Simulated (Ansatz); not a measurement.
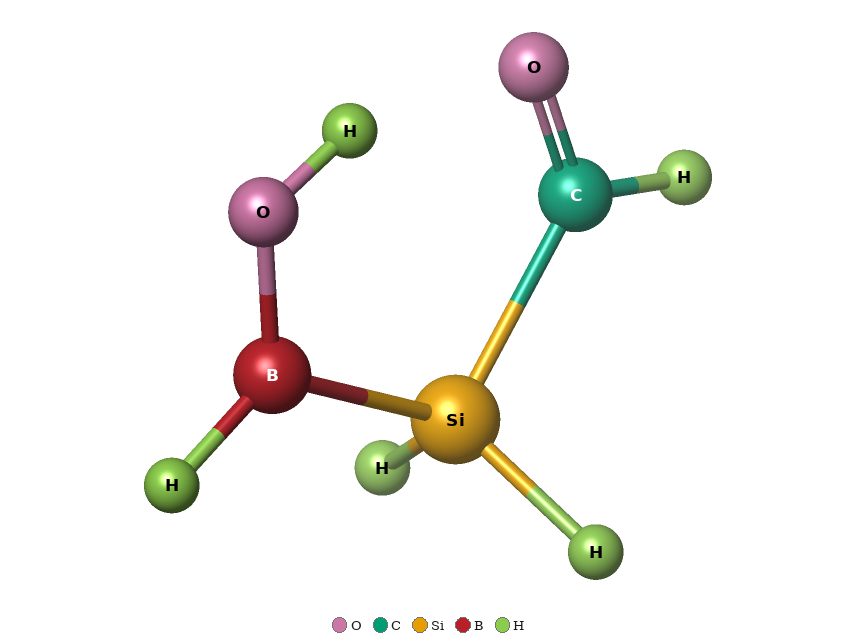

The picture shows a molecular structure as a ball-and-stick model. Double and triple bonds are drawn as two and three sticks.

The geometry was computed by an optimisation with PBE0-D4/def2-TZVP. No frequency run is at hand to confirm it as a minimum.

What does the picture show?

It has 10 atoms: 1 carbon, 5 hydrogen, 1 boron, 2 oxygen and 1 silicon (CH5BO2Si). SMILES: `O=C[SiH2]BO`. It has no ring. Among its groups: Si–H bond, B–H bond. This geometry has Cs symmetry. Coordination: 1 C trigonal planar; 1 Si tetrahedral; 1 B trigonal planar; 1 O bent.

The parts below concern this one geometry. Atoms keep their numbers from picture to picture.

**Geometry**

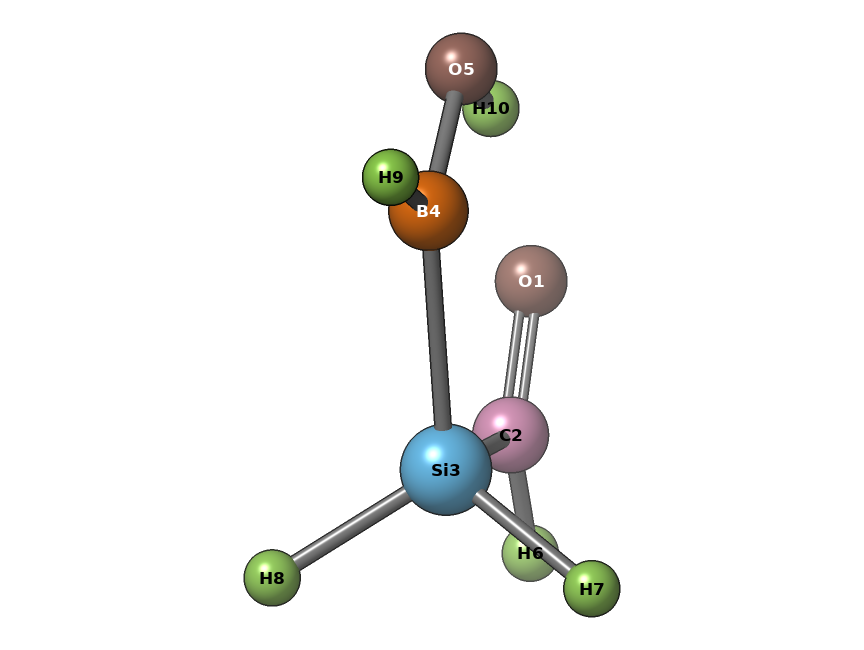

C2 lies behind Si3. The molecule seen a little off the Si3–C2 bond, Si3 in front. Atoms fade into the background with distance from the viewer. No frequency run is at hand to confirm it as a minimum.

**What is the torsion angle B4–Si3–C2–O1? The sign is positive where the front bond must turn clockwise to cover the back bond.**

0°, synperiplanar (eclipsed).

**Dipole moment**

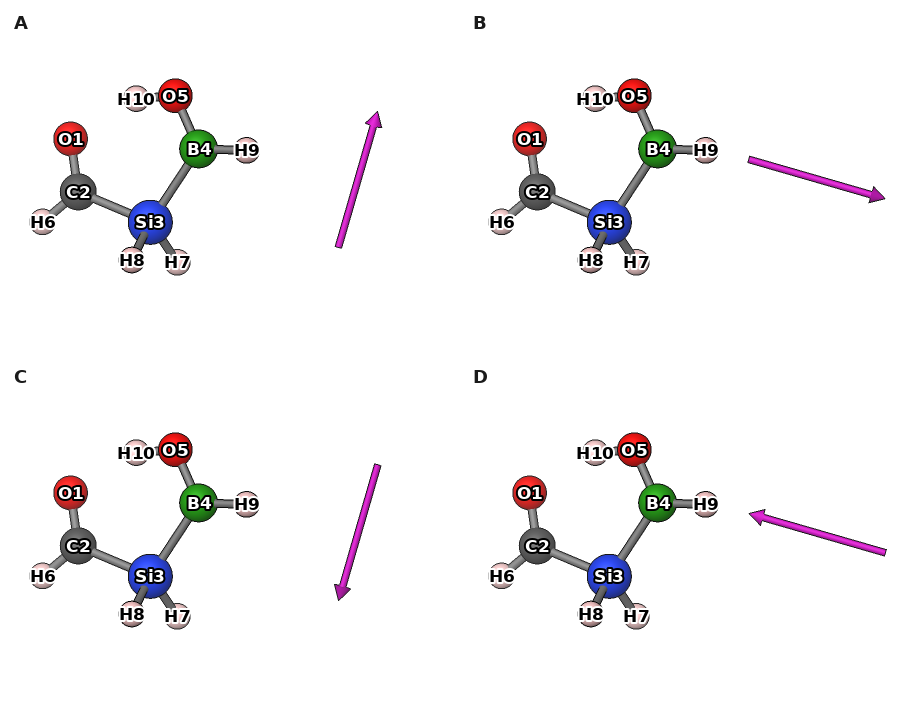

The same molecule four times, each with an arrow. No frequency run is at hand to confirm it as a minimum. Properties computed with RKS B3LYP-D4/def2-TZVPP (Ansatz 0.2.0).

**Which arrow points along the dipole moment, from the negative to the positive end?**

C. The dipole moment is 2.34 D; it points from the side of O5 to the side of H6, H7, H8 (the outermost atoms at the two ends).

**Levels of theory compared**

No frequency run is at hand to confirm it as a minimum. Program: Ansatz 0.2.0.

Compare HOMO energy (eV), HOMO–LUMO gap (eV) at these levels: B3LYP-D4/def2-TZVPP; PBE-D4/def2-TZVPP; PBE0-D4/def2-TZVPP; r2SCAN-D4/def2-TZVPP; ωB97M-V/def2-TZVPP; ωB97X-V/def2-TZVPP.

```
               level  HOMO energy (eV)  HOMO–LUMO gap (eV)
 B3LYP-D4/def2-TZVPP             −7.09                4.83
   PBE-D4/def2-TZVPP             −5.90                2.74
  PBE0-D4/def2-TZVPP             −7.28                5.28
r2SCAN-D4/def2-TZVPP             −6.14                3.18
  ωB97M-V/def2-TZVPP             −9.51                9.79
  ωB97X-V/def2-TZVPP             −9.63               10.02
```

**Charges**

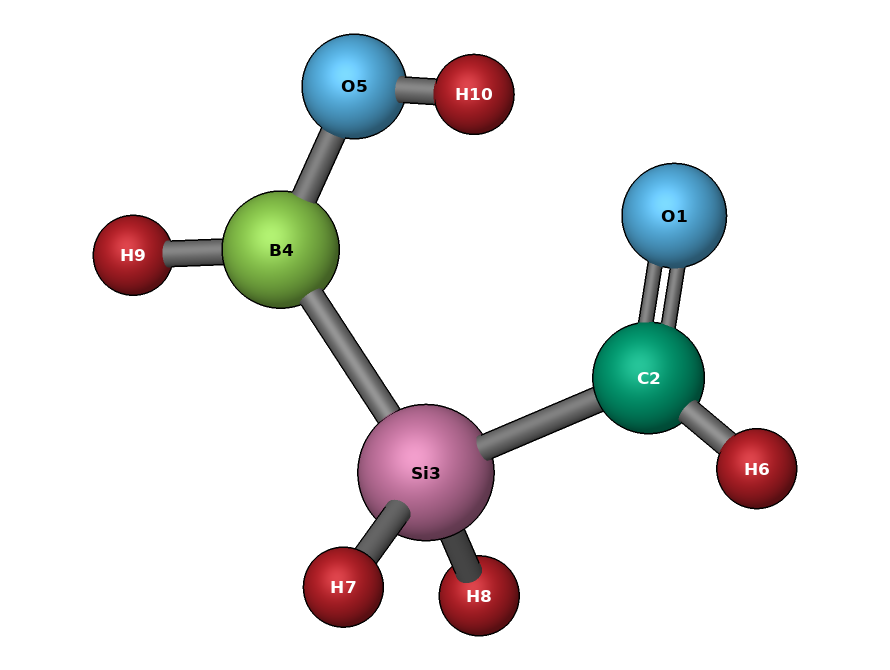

The questions are on Mulliken charges. No frequency run is at hand to confirm it as a minimum. Properties computed with RKS ωB97M-V/def2-TZVPP (Ansatz 0.2.0).

**Which atom carries the highest charge (most positive or least negative)?**

H10 (0.22 e).

**And the lowest?**

O1 (−0.29 e).

Give the Mulliken charges atom by atom.

```
atom  value (e)
  O1      −0.29
  C2       0.06
 Si3       0.07
  B4       0.04
  O5      −0.23
  H6       0.10
  H7      −0.01
  H8      −0.01
  H9       0.06
 H10       0.22
```

Mulliken values depend strongly on the basis set and can even reverse the polarity of a bond.
